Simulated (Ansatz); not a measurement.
**GeSiH3ClO (SMILES [SiH3][O][Ge][Cl]): HF/cc-pVDZ**

What is the energy change on altering one bond length of GeSiH3ClO at HF/cc-pVDZ? 

Program for the calculation: Ansatz 0.2.0.

125 further runs of the same task are left out: 125 set aside as unsound or not needed.

**1. The structure to begin with**

GeSiH3ClO: 7 atoms, total charge 0, spin state singlet. SMILES: `[SiH3][O][Ge][Cl]`. The coordinates come from a PBE0-D4/def2-TZVP relaxation. This is one conformer, not always the lowest.

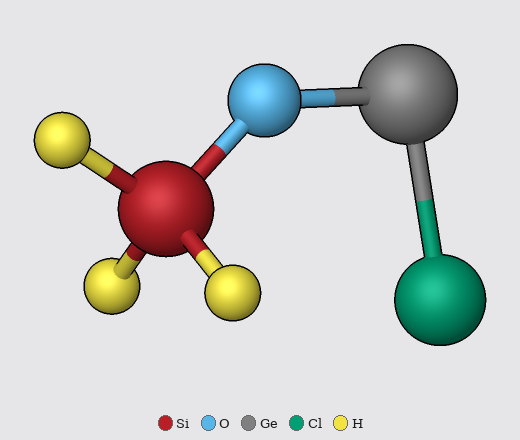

The structure, seen from a chosen angle (silicon red, oxygen blue, germanium grey, chlorine teal, hydrogen yellow).

**2. A single-point energy at HF/cc-pVDZ**

run.yaml

```yaml
crystal:
  periodic: [false, false, false]
  atoms:
    - symbol: Si
      position_ang: [0.184400, 0.664200, -0.614200]
    - symbol: O
      position_ang: [0.434500, -0.959500, -0.413800]
    - symbol: Ge
      position_ang: [0.076600, -2.215900, 0.776900]
    - symbol: Cl
      position_ang: [-0.991800, -0.995100, 2.277600]
    - symbol: H
      position_ang: [0.795900, 1.045400, -1.911300]
    - symbol: H
      position_ang: [-1.268900, 0.965100, -0.643300]
    - symbol: H
      position_ang: [0.830700, 1.427800, 0.482400]
basis:
  gaussian:
    orbitals: cc-pVDZ
hamiltonian:
  xc: hf
accuracy: high
output:
  orbitals: {seedname: orbitals}
```

Started as:

```console
ansatz run run.yaml --threads 1 --pin off --max-ram 3480MiB --events-out events.jsonl --progress --plain --runs-dir runs
```

What it wrote:

```text
Warning: RAYON_NUM_THREADS=1 ignored (pool sized by the plan → 1); use --threads N
Functional definition: HF
  name "HF"
  exchange = exact_x
  correlation = 0
2087 factors; integrals over basis functions are off by at most 4.4e-9 eV
mean field evaluation 1: about -78923.2883 eV, gradient 3.6e1 eV
mean field evaluation 2: about -78923.3100 eV, gradient 3.6e1 eV
mean field evaluation 4: about -78926.2613 eV, gradient 3.0e0 eV
mean field evaluation 8: about -78926.3028 eV, gradient 4.1e-4 eV
mean field -78926.30275474 eV, -2900.4881280671 hartree, gradient 2.7e-8 eV, S^2 0.000000; 0 other end points of the search recorded, 0 dependent functions left out
reference -78926.30275474 eV, -2900.4881280671 hartree; 37, 37 occupied and 55, 55 virtual orbitals, 2087 factors
Total energy: -78926.30275474 eV, -2900.4881280671 hartree
```

Run time: 5.4 s. Hardware: 1 thread of Arm Neoverse V1, shared host; peak memory 0.33 GiB.

**3. The distorted shape**

in.yaml

```yaml
crystal:
  periodic: [false, false, false]
  atoms:
    - {symbol: Si, position_ang: [-0.549401, 0.206760, 0.942321]}
    - {symbol: O, position_ang: [-0.299301, -1.416940, 1.142721]}
    - {symbol: Ge, position_ang: [-0.657201, -2.673340, 2.333421]}
    - {symbol: Cl, position_ang: [-1.725601, -1.452540, 3.834121]}
    - {symbol: H, position_ang: [0.795900, 1.045400, -1.911300]}
    - {symbol: H, position_ang: [-2.002701, 0.507660, 0.913221]}
    - {symbol: H, position_ang: [0.096899, 0.970360, 2.038921]}
basis:
  gaussian:
    orbitals: cc-pVDZ
hamiltonian:
  xc: hf
accuracy: high
output:
  orbitals: {seedname: orbitals}
```

Started as:

```console
ansatz run in.yaml --threads 1 --pin off --max-ram 3480MiB --events-out events.jsonl --progress --plain --runs-dir runs
```

What it wrote:

```text
Warning: RAYON_NUM_THREADS=1 ignored (pool sized by the plan → 1); use --threads N
[... 4 set-up lines as earlier in the session ...]
2039 factors; integrals over basis functions are off by at most 4.5e-9 eV
mean field evaluation 1: about -78917.5523 eV, gradient 3.5e1 eV
mean field evaluation 2: about -78917.5974 eV, gradient 3.5e1 eV
mean field evaluation 4: about -78920.9005 eV, gradient 3.3e0 eV
mean field evaluation 8: about -78920.9512 eV, gradient 4.5e-4 eV
mean field evaluation 16: about -78916.2439 eV, gradient 1.6e1 eV
mean field -78920.95117240 eV, -2900.2914610438 hartree, gradient 4.8e-8 eV, S^2 0.000000; 0 other end points of the search recorded, 0 dependent functions left out
reference -78920.95117240 eV, -2900.2914610438 hartree; 37, 37 occupied and 55, 55 virtual orbitals, 2039 factors
Total energy: -78920.95117240 eV, -2900.2914610438 hartree
```

It took 5.4 s on 1 thread of Arm Neoverse V1, shared host; peak memory 0.32 GiB.

**4. What came out**

Level: HF/cc-pVDZ.

| quantity | value |
| --- | --- |
| first shape: total energy | -2900.48813 Eh |
| first shape: HOMO energy | -10.57 eV |
| first shape: LUMO energy | 0.54 eV |
| first shape: HOMO–LUMO gap | 11.11 eV |
| distorted shape: total energy | -2900.29146 Eh |
| distorted shape: HOMO energy | -7.75 eV |
| distorted shape: LUMO energy | -0.54 eV |
| distorted shape: HOMO–LUMO gap | 7.20 eV |
| energy change with the Si1–H5 bond stretched from 1.484 to 3.264 Å | 5.352 eV |

In words: One bond (distorted shape) is far stretched, which a spin-restricted single reference describes badly; a broken-symmetry solution may lie lower. With the Si1–H5 bond stretched from 1.484 to 3.264 Å the energy rises by 5.35 eV (516 kJ/mol). The first shape isn't relaxed at this level, so the change isn't measured from a minimum. A restricted reference can't describe the breaking bond well at this length.
